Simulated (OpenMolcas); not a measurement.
# Energy and gradient calculation of AlClF2

AlClF2, SMILES [F][Al]([F])[Cl], computed with BLYP/def2-SVPD, RKS (OpenMolcas 26.06).

The geometry comes from this level: PBE0-D4/def2-TZVP.

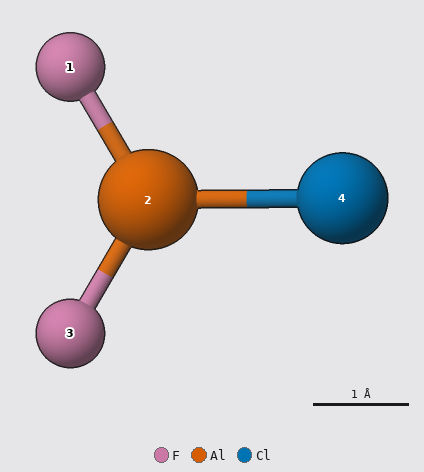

**Figure 1.** The input geometry (ball-and-stick view, seen on its broad side; atoms are numbered from 1 in the order of the input). Sticks mark near contacts.

The input
```
&gateway
baslib = $CurrDir
coord
4
angstrom
F        0.997200       0.721760       1.149640
Al       0.069280      -0.050750       0.053570
F        0.273490      -1.653820      -0.164660
Cl      -1.339980       0.982810      -1.038560
basis = def2-SVPD
group = NoSym
&seward
gridinput
Grid=UltraFine
End of Grid
&scf
ksdft = BLYP
thresholds = 1e-10 1e-07 1e-07 1e-05
prorbitals = 1 1
&alaska
```

Run on 1 thread of Arm Neoverse V2, 24 GiB of memory available, shared host.

Run as:
```bash
export MOLCAS_MEM=1860
pymolcas run.inp > run.log
```

Log
```
--- Start Module: gateway ---

                                              &GATEWAY

                       available to each process: 1.9 GB of memory, 1 thread

 Basis Set     1 Label: F.DEF2-SVPD
 Basis set is read from library:.
 basistype.tbl is not found

 Basis Set     2 Label: AL.DEF2-SVPD
 Basis set is read from library:.
 basistype.tbl is not found

 Basis Set     3 Label: F.DEF2-SVPD
 Basis set is read from library:.
 basistype.tbl is not found

 Basis Set     4 Label: CL.DEF2-SVPD
 Basis set is read from library:.
 basistype.tbl is not found

++    Symmetry information:
      ---------------------

                    Character Table for C1

                             E
                    a        1  x, y, xy, Rz, z, xz, Ry, yz, Rx, I
--

++    Basis set information:
      ----------------------

      Basis set label: F.DEF2-SVPD.........

      Electronic valence basis set:
      ------------------
      Associated Effective Charge   9.000000 au
      Associated Actual Charge      9.000000 au
      Nuclear Model: Point charge

      Shell  nPrim  nBasis  Cartesian Spherical Contaminant
         s       8       4        X
         p       5       3        X
         d       2       2                 X

      Basis set label: AL.DEF2-SVPD.........

      Electronic valence basis set:
      ------------------
      Associated Effective Charge  13.000000 au
      Associated Actual Charge     13.000000 au
      Nuclear Model: Point charge

      Shell  nPrim  nBasis  Cartesian Spherical Contaminant
         s      11       5        X
         p       7       3        X
         d       2       2                 X

      Basis set label: F.DEF2-SVPD.........

      Electronic valence basis set:
      ------------------
      Associated Effective Charge   9.000000 au
      Associated Actual Charge      9.000000 au
      Nuclear Model: Point charge

      Shell  nPrim  nBasis  Cartesian Spherical Contaminant
         s       8       4        X
         p       5       3        X
         d       2       2                 X

      Basis set label: CL.DEF2-SVPD.........

      Electronic valence basis set:
      ------------------
      Associated Effective Charge  17.000000 au
      Associated Actual Charge     17.000000 au
      Nuclear Model: Point charge

      Shell  nPrim  nBasis  Cartesian Spherical Contaminant
         s      11       5        X
         p       8       4        X
         d       2       2                 X
--

++    Molecular structure info:
      -------------------------

                    ************************************************
                    **** Cartesian Coordinates / bohr, angstrom ****
                    ************************************************

     Center  Label                x              y              z                     x              y              z
        1      F1               1.884435       1.363929       2.172505              0.997200       0.721760       1.149640
        2      AL2              0.130920      -0.095904       0.101233              0.069280      -0.050750       0.053570
        3      F3               0.516821      -3.125267      -0.311162              0.273490      -1.653820      -0.164660
        4      CL4             -2.532195       1.857242      -1.962594             -1.339980       0.982810      -1.038560

                    ***************************************
                    *    InterNuclear Distances / bohr    *
                    ***************************************

               1 F1            2 AL2           3 F3            4 CL4
    1 F1       0.000000
    2 AL2      3.081573        0.000000
    3 F3       5.309599        3.081563        0.000000
    4 CL4      6.070339        3.894399        6.070348        0.000000

                    *******************************************
                    *    InterNuclear Distances / angstrom    *
                    *******************************************

               1 F1            2 AL2           3 F3            4 CL4
    1 F1       0.000000
    2 AL2      1.630698        0.000000
    3 F3       2.809719        1.630693        0.000000
    4 CL4      3.212285        2.060827        3.212290        0.000000
--

            Nuclear Potential Energy            198.34793512 au

--- Stop Module: gateway /rc=_RC_ALL_IS_WELL_ ---

--- Start Module: seward ---

                                              &SEWARD

                       available to each process: 1.9 GB of memory, 1 thread

               SEWARD will generate:
                  Multipole Moment integrals up to order  2
                  Kinetic Energy integrals
                  Nuclear Attraction integrals (point charge)
                  One-Electron Hamiltonian integrals
                  Velocity integrals
                  Orbital angular momentum around ( -0.3942   0.2891  -0.3055 )
                  Velocity quadrupole around ( -0.3942   0.2891  -0.3055 )
                  Two-Electron Repulsion integrals

                   Integrals are discarded if absolute value <: 1.00E-14
                   Integral cutoff threshold is set to       <: 1.00E-16

            Nuclear Potential Energy            198.34793512 au

      Basis set specifications :
      Symmetry species         a
      Basis functions           97

--- Stop Module: seward /rc=_RC_ALL_IS_WELL_ ---
--- Module seward spent 2 seconds ---

--- Start Module: scf ---

                                                &SCF

                       available to each process: 1.9 GB of memory, 1 thread

 ###############################################################################
 ###     Minimized-density-differences option turned off!                    ###
 ###############################################################################
++    Input section:
      --------------

      Header of the integral files:

      Cartesian coordinates in angstrom:
      -----------------------------------------------------
      No.  Label        X            Y            Z
      -----------------------------------------------------
       1   F1         0.99720000   0.72176000   1.14964000
       2   AL2        0.06928000  -0.05075000   0.05357000
       3   F3         0.27349000  -1.65382000  -0.16466000
       4   CL4       -1.33998000   0.98281000  -1.03856000
      -----------------------------------------------------
      Nuclear repulsion energy =  198.34793512
--

++    Orbital specifications:
      -----------------------

      Symmetry species               1
                                     a
      Frozen orbitals                0
      Occupied orbitals             24
      Secondary orbitals            73
      Deleted orbitals               0
      Total number of orbitals      97
      Number of basis functions     97
--

      Molecular charge                           0.000

      Numerical integration parameters
      --------------------------------
      Radial quadrature type:                         MHL
      Size of radial grid:                            99
      Lebedev angular grid:                           41
      Angular grid pruned with the crowding factor:  1.00E+10
                                 and fading factor:  1.00E+01
      Screening threshold for integral computation:   1.00E-11
      Radial quadrature accuracy:                     1.00E-25
      Maximum batch size:                             128
      AO values are stored on disk
      The same grid will be used for all iterations.

      DFT functional specifications
      -----------------------------
      Using Libxc version: 6.2.2
      Please cite the following reference:
      S. Lehtola, C. Steigemann, M. J.T. Oliveira, and M. A.L. Marques.,  SoftwareX 7, 1–5 (2018) doi:10.1016/j.softx.2017.11.002

      * Becke 88
        - A. D. Becke.,  Phys. Rev. A 38, 3098 (1988) doi:10.1103/PhysRevA.38.3098
      * Lee, Yang & Parr
        - C. Lee, W. Yang, and R. G. Parr.,  Phys. Rev. B 37, 785 (1988) doi:10.1103/PhysRevB.37.785
        - B. Miehlich, A. Savin, H. Stoll, and H. Preuss.,  Chem. Phys. Lett. 157, 200 (1989) doi:10.1016/0009-2614(89)87234-3

++    Optimization specifications:
      ----------------------------

      SCF Algorithm: Conventional
      D(i)-D(i-1) density differences are used
      Number of density matrices in core                 5
      Maximum number of NDDO SCF iterations            400
      Maximum number of HF SCF iterations              400
      Threshold for SCF energy change             1.00E-10
      Threshold for density matrix                1.00E-07
      Threshold for Fock matrix                   1.00E-07
      Threshold for linear dependence             1.00E-09
      Threshold at which DIIS is turned on        1.50E-01
      Maximum depth in the DIIS procedure                5
      Maximum depth in the BFGS Hessian update          30
      Threshold at which QNR/C2DIIS is turned on  7.50E-02
      Threshold for Norm(delta) (QNR/C2DIIS)      1.00E-05
      All orbitals punched on: SCFORB
--

      Input vectors read from INPORB
      Orbital file label: *Guess orbitals

++ Convergence information
                                   BLYP       iterations: Energy and convergence statistics

Iter     Tot. BLYP       One-elec.       Two-elec.     Energy      Max Dij or  Max Fij      DNorm      TNorm      AccCon     Time
         Energy          Energy          Energy        Change      Delta Norm                                                in Sec.
   1  -901.836082170 -1714.708050691   614.524033397   0.00E+00    5.85E-01*   1.38E-01*    9.65E+00   2.13E+02   None         1.
   2  -900.869370914 -1706.048149355   606.830843318   9.67E-01*   1.09E-01*   7.85E-02*    4.23E+00   2.12E+02   EDIIS        1.
   3  -902.132271978 -1713.700870380   613.220663279  -1.26E+00*   1.76E-01*   2.65E-02*    1.59E+00   2.13E+02   c2DIIS       1.
   4  -902.134550534 -1712.770029291   612.287543634  -2.28E-03*   2.01E-02*   1.60E-02*    8.04E-01   2.13E+02   c2DIIS       1.
   5  -902.165884468 -1713.461951375   612.948131784  -3.13E-02*   3.65E-02*   6.67E-03*    1.90E-01   2.13E+02   QNRc2DIIS    1.
   6  -902.165243455 -1714.137765068   613.624586489   6.41E-04*   2.19E-02*   9.16E-03*    1.76E-01   2.13E+02   QNRc2DIIS    1.
   7  -902.166419944 -1713.736357362   613.222002295  -1.18E-03*   1.87E-03*   7.38E-04*    9.93E-02   2.13E+02   QNRc2DIIS    1.
   8  -902.166425913 -1713.745693315   613.231332279  -5.97E-06*   7.72E-04*   3.54E-04*    8.15E-03   2.13E+02   QNRc2DIIS    1.
   9  -902.166427507 -1713.734197017   613.219834386  -1.59E-06*   1.35E-04*   3.96E-05*    3.14E-03   2.13E+02   QNRc2DIIS    1.
  10  -902.166427544 -1713.737800348   613.223437680  -3.72E-08*   3.46E-05*   1.28E-05*    6.39E-04   2.13E+02   QNRc2DIIS    1.
  11  -902.166427546 -1713.737126488   613.222763818  -2.02E-09*   6.96E-06    3.51E-06*    2.09E-04   2.13E+02   QNRc2DIIS    1.
  12  -902.166427546 -1713.737095542   613.222732872  -1.31E-10*   1.14E-06    3.48E-07*    4.17E-05   2.13E+02   QNRc2DIIS    1.
  13  -902.166427546 -1713.737119999   613.222757329  -4.32E-12    3.69E-07    2.05E-07*    8.63E-06   2.13E+02   QNRc2DIIS    1.
  14  -902.166427546 -1713.737119887   613.222757217   1.82E-12*   7.96E-08    3.98E-08     1.39E-06   2.13E+02   QNRc2DIIS    1.
  15  -902.166427546 -1713.737119328   613.222756659  -4.55E-13    6.42E-09    2.69E-09     4.67E-07   2.13E+02   QNRc2DIIS    1.

       Convergence after  15 Iterations
--

 *****************************************************************************************************************************
 *                                             SCF/KS-DFT Program, Final results                                             *
 *                                                       Final Results                                                       *
 *****************************************************************************************************************************

::    Total KS-DFT energy                            -902.1664275460
      One-electron energy                           -1713.7371193281
      Two-electron energy                             613.2227566586
      Nuclear repulsion energy                        198.3479351234
      Kinetic energy (interpolated)                   898.7037876418
      Virial theorem                                    1.0038529268
      Total spin, S(S+1)                                0.0000000000
      Total spin, S                                     0.0000000000
      Max non-diagonal density matrix element           0.0000000049
      Max non-diagonal Fock matrix element              0.0000000011

      All orbitals with orbital energies smaller than  E(LUMO)+0.5 are printed

++    Molecular orbitals:
      -------------------

      Title: RKS-DFT orbitals

      Molecular orbitals for symmetry species 1: a

          Orbital            1         2         3         4         5         6         7         8         9        10
          Energy         -100.7351  -55.5335  -24.3022  -24.3022   -9.2003   -7.0355   -7.0307   -7.0297   -4.0222   -2.6388
          Occ. No.          2.0000    2.0000    2.0000    2.0000    2.0000    2.0000    2.0000    2.0000    2.0000    2.0000

          Orbital           11        12        13        14        15        16        17        18        19        20
          Energy           -2.6336   -2.6333   -1.0586   -1.0499   -0.7645   -0.4484   -0.4124   -0.3958   -0.3893   -0.3744
          Occ. No.          2.0000    2.0000    2.0000    2.0000    2.0000    2.0000    2.0000    2.0000    2.0000    2.0000

          Orbital           21        22        23        24        25        26        27        28        29        30
          Energy           -0.3671   -0.3652   -0.3184   -0.3099   -0.0894   -0.0490    0.0244    0.0306    0.0327    0.0620
          Occ. No.          2.0000    2.0000    2.0000    2.0000    0.0000    0.0000    0.0000    0.0000    0.0000    0.0000

          Orbital           31        32        33        34        35        36        37        38        39        40
          Energy            0.0645    0.0704    0.0742    0.0815    0.0954    0.1053    0.1345    0.1500    0.1769    0.1954
          Occ. No.          0.0000    0.0000    0.0000    0.0000    0.0000    0.0000    0.0000    0.0000    0.0000    0.0000

          Orbital           41        42        43        44        45        46        47        48        49        50
          Energy            0.1982    0.2146    0.2239    0.2487    0.2624    0.2738    0.2814    0.2882    0.2935    0.3087
          Occ. No.          0.0000    0.0000    0.0000    0.0000    0.0000    0.0000    0.0000    0.0000    0.0000    0.0000

          Orbital           51        52        53
          Energy            0.3315    0.3892    0.3936
          Occ. No.          0.0000    0.0000    0.0000

--

++    Molecular charges:
      ------------------

      Mulliken charges per centre and basis function type
      ---------------------------------------------------

                F1      AL2     F3      CL4
      1s       3.9532  4.3974  3.9532  6.0028
      2px      1.8665  2.2009  1.9337  3.7686
      2pz      1.8324  2.2020  1.9270  3.8243
      2py      1.8836  2.2486  1.7219  3.8535
      3d2+     0.0035  0.0832  0.0077  0.0076
      3d1+     0.0074  0.0432  0.0001  0.0067
      3d0      0.0054  0.0572  0.0029  0.0066
      3d1-     0.0041  0.0821  0.0060  0.0055
      3d2-     0.0037  0.0836  0.0073  0.0068
      Total    9.5597 11.3983  9.5597 17.4823

      N-E     -0.5597  1.6017 -0.5597 -0.4823

      Total electronic charge=   48.000000

      Total            charge=   -0.000000
--

++    Molecular properties:
      ---------------------

      Charge (e):
                      =   -0.0000
      Dipole Moment (debye):
      Origin of the operator (angstrom)=   -0.2086    0.1530   -0.1617
                   X= -3.5491E-01               Y=  2.6084E-01               Z= -2.7611E-01           Total=  5.1984E-01
      Quadrupole Moment (debye*angstrom):
      Origin of the operator (angstrom)=   -0.2086    0.1530   -0.1617
                  XX= -3.4551E+01              XY=  5.6390E-01              XZ= -3.7765E+00              YY= -3.8834E+01
                  YZ= -1.6188E+00              ZZ= -3.4553E+01
      In traceless form (debye*angstrom)
                  XX=  2.1426E+00              XY=  8.4585E-01              XZ= -5.6647E+00              YY= -4.2824E+00
                  YZ= -2.4281E+00              ZZ=  2.1398E+00
--

--- Stop Module: scf /rc=_RC_ALL_IS_WELL_ ---
--- Module scf spent 14 seconds ---

--- Start Module: alaska ---

                                              &ALASKA

                       available to each process: 1.9 GB of memory, 1 thread

                     Threshold for contributions to the gradient: 1.000E-07

                    ********************************************
                    * Symmetry Adapted Cartesian Displacements *
                    ********************************************

           Irreducible representation : a
           Basis function(s) of irrep: x, y, xy, Rz, z, xz, Ry, yz, Rx, I

 Basis Label        Type   Center Phase
   1   F1           x         1     1
   2   F1           y         1     1
   3   F1           z         1     1
   4   AL2          x         2     1
   5   AL2          y         2     1
   6   AL2          z         2     1
   7   F3           x         3     1
   8   F3           y         3     1
   9   F3           z         3     1
  10   CL4          x         4     1
  11   CL4          y         4     1
  12   CL4          z         4     1

                     No automatic utilization of translational and rotational invariance of the energy is employed.

 DFT contribution computed for a moving grid.

 Conventional ERI gradients!

 **************************************************
 *              Molecular gradients               *
 **************************************************

  Irreducible representation: a
 ------------------------------------------------------------------------------------------
                              X                       Y                       Z
 ------------------------------------------------------------------------------------------
  F1               -1.66213179738435E-02   -1.38249957540584E-02   -1.96233125743035E-02
  AL2               1.05334071285474E-02   -7.72408168698302E-03    8.15417446472644E-03
  F3               -3.66606300992700E-03    2.87051398337645E-02    3.90535373011947E-03
  CL4               9.75397385526477E-03   -7.15606239281463E-03    7.56378437944250E-03
 ------------------------------------------------------------------------------------------

--- Stop Module: alaska /rc=_RC_ALL_IS_WELL_ ---
--- Module alaska spent 3 seconds ---

.##################.
.# Happy landing! #.
.##################.

    Timing: Wall=20.83 User=18.18 System=2.57
```

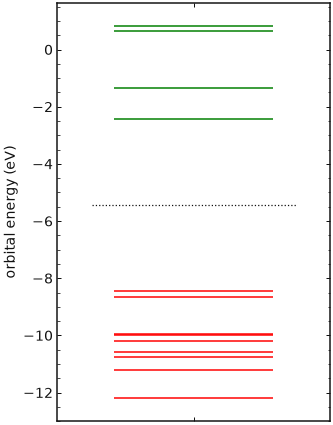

**Figure 2.** Orbital energies near the frontier; the dotted line parts filled from empty levels, and levels within 0.02 eV of each other stand side by side. Highest filled −8.43 eV, lowest empty −2.43 eV, 6.00 eV apart.

Results in brief

| quantity | value |
| --- | --- |
| outcome | converged |
| total energy | −902.166428 hartree |
| basis functions | 97 |
| largest force | 1.502 eV/Å |
| HOMO | −8.43 eV |
| LUMO | −2.43 eV |
| dipole moment | 0.52 debye |
| wall time | 21 s |
| peak memory | 0.54 GiB |
